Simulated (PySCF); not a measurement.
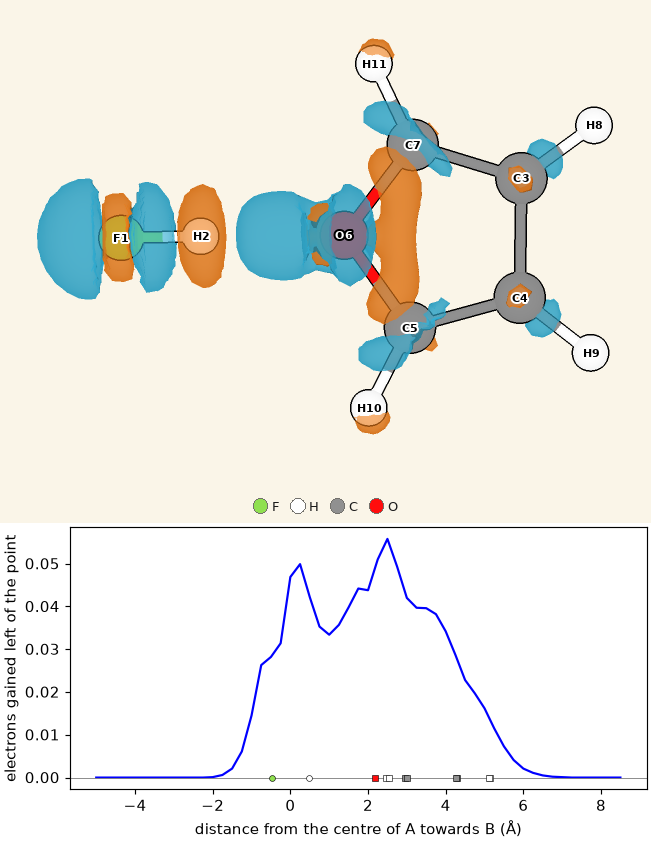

Figure. C4H5FO, SMILES `F.c1ccoc1`. Density of the complex less the densities of the two fragments at the same geometry, ±0.008 e/Å³ (light blue: gain, orange: loss). Fragment A: HF (atoms 1–2); fragment B: H4C4O. Below: the charge-displacement curve along the line of centres (A on the left).

Level of theory: B3LYP/def2-SVP (PySCF), at a geometry from GFN2-xTB.

The calculation's input:

```python
import numpy as np
from pyscf import gto, scf, dft
from pyscf.scf import atom_ks, atom_hf
from scipy.linalg import block_diag
from pyscf.dispersion import dftd3

def solve(mol, dm0=None, hcore=None):
    mf = (dft.UKS if mol.spin else dft.RKS)(mol, xc='b3lyp')
    mf.grids.level = 3
    mf = mf.density_fit(auxbasis='def2-universal-jkfit')
    mf.conv_tol, mf.max_cycle = 1e-8, 80
    if hcore is not None:
        mf.get_hcore = lambda *args: hcore
    mf.kernel(dm0)
    if not mf.converged:
        mf = mf.newton().run(mf.mo_coeff, mf.mo_occ, max_cycle=30)
    assert mf.converged, 'SCF not converged'
    return mf

mol = gto.M(atom='''
F     -2.99155     0.00061     0.07039
H     -2.04887    -0.01540    -0.00695
C      1.76842    -0.69175     0.05731
C      1.74222     0.72754     0.05519
C      0.43592     1.08001    -0.04580
O     -0.34246    -0.02107    -0.10675
C      0.47597    -1.09246    -0.04267
H      2.63369    -1.31765     0.12504
H      2.58321     1.38592     0.12094
H     -0.05738     2.03060    -0.08373
H      0.01776    -2.06044    -0.07896
''', basis='def2-svp', charge=0, spin=0, verbose=4)
mol_a = gto.M(atom='''
F     -2.99155     0.00061     0.07039
H     -2.04887    -0.01540    -0.00695
ghost-C      1.76842    -0.69175     0.05731
ghost-C      1.74222     0.72754     0.05519
ghost-C      0.43592     1.08001    -0.04580
ghost-O     -0.34246    -0.02107    -0.10675
ghost-C      0.47597    -1.09246    -0.04267
ghost-H      2.63369    -1.31765     0.12504
ghost-H      2.58321     1.38592     0.12094
ghost-H     -0.05738     2.03060    -0.08373
ghost-H      0.01776    -2.06044    -0.07896
''', basis='def2-svp', charge=0, spin=0, verbose=4)
mol_b = gto.M(atom='''
ghost-F     -2.99155     0.00061     0.07039
ghost-H     -2.04887    -0.01540    -0.00695
C      1.76842    -0.69175     0.05731
C      1.74222     0.72754     0.05519
C      0.43592     1.08001    -0.04580
O     -0.34246    -0.02107    -0.10675
C      0.47597    -1.09246    -0.04267
H      2.63369    -1.31765     0.12504
H      2.58321     1.38592     0.12094
H     -0.05738     2.03060    -0.08373
H      0.01776    -2.06044    -0.07896
''', basis='def2-svp', charge=0, spin=0, verbose=4)
ab, a, b = solve(mol), solve(mol_a), solve(mol_b)
e_int = ab.e_tot - a.e_tot - b.e_tot
print('counterpoise-corrected interaction energy / kcal/mol', e_int * 627.5095)
def disp(atoms, charge):
    m = gto.M(atom=atoms, charge=charge, basis='sto-3g', spin=None, unit='Bohr', verbose=0)
    return dftd3.DFTD3Dispersion(m, xc='b3lyp', version='d3bj').get_dispersion()['energy']
e_disp = disp(mol._atom, mol.charge) - disp(mol._atom[:2], mol_a.charge) - disp(mol._atom[2:], mol_b.charge)
print('D3(BJ) part / kcal/mol', e_disp * 627.5095)
# spherically averaged free atoms, for the promolecule
atm = atom_ks.get_atm_nrks(mol, xc='b3lyp')
pro = block_diag(*[(atm[a[0]][2] * atm[a[0]][3]) @ atm[a[0]][2].T for a in mol._atom])
np.savez('result.npz', e_int=e_int, e_disp=e_disp, dm_a=a.make_rdm1(), dm_b=b.make_rdm1(), c=ab.mo_coeff, occ=ab.mo_occ, eps=ab.mo_energy, pro=pro, d=[f.dip_moment(verbose=0) for f in (ab, a, b)])
```

Run with:

```sh
OMP_NUM_THREADS=1 python input.py
```

The run took 26 s on 1 thread of Arm Neoverse V2, with other jobs on the host, peak memory 0.51 GiB.

Partitions, critical points and surface values were worked out afterwards from this run's density.

**Which way does charge flow?**

Hirshfeld charges show 0.036 e passing from B to A. By Hirshfeld charges, electrons gather most on F1 (−0.044 e) and leave C3 and C4 alike most (+0.011 e); 0.12 e is displaced in all, which induces a dipole of 1.14 D.

**What is the interaction energy, and which contacts carry it?**

The counterpoise-corrected interaction energy of the frozen fragments is −4.7 kcal/mol without dispersion correction and −5.8 kcal/mol with D3(BJ). The pair geometry is semi-empirical, not a minimum at this level. Contacts: H2···O6, hydrogen bond, 1.71 Å, ρ = 0.040 a.u. The pose is a local one from a semi-empirical search, not shown to be the most stable.
